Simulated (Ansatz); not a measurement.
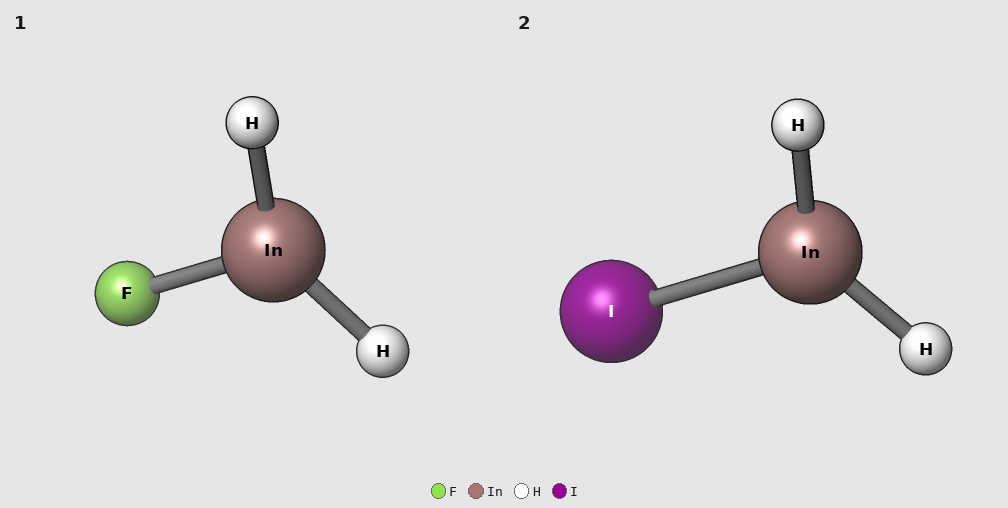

2 molecules with one skeleton, seen from the same side and at one scale. Each species is neutral and a spin singlet. Computed geometries: PBE0-D4/def2-TZVP optimisations, one conformation each. Properties computed with Ansatz 0.2.0. Elements past Kr carry core potentials.

One atom differs, called X below: F in panel 1, I in panel 2. Their formulas are FH2In (`[F][InH2]`), H2IIn (`[InH2][I]`).

> In which is the HOMO energy (Kohn–Sham orbital) higher (ωB97M-V/def2-TZVPP)?

In panel 2 (X = I).

> In which is the vertical ionisation energy higher (ωB97M-V/def2-TZVPP)?

In panel 1 (X = F).

Give the values. With PBE0-D4/def2-TZVP: length of X–In (Å), mean angle X–In–H (°). With ωB97M-V/def2-TZVPP: dipole moment (D), HOMO energy (Kohn–Sham orbital) (eV), HOMO–LUMO gap (eV), vertical ionisation energy (eV).

```
                            quantity   1 (F)  2 (I)   2 − 1
                  length of X–In (Å)   1.961  2.673  +0.712
               mean angle X–In–H (°)   110.4  113.9    +3.5
                   dipole moment (D)    3.07   2.41   −0.66
HOMO energy (Kohn–Sham orbital) (eV)  −10.97  −9.40   +1.57
                  HOMO–LUMO gap (eV)   10.61   8.82   −1.79
     vertical ionisation energy (eV)   11.41   9.41   −2.00
```
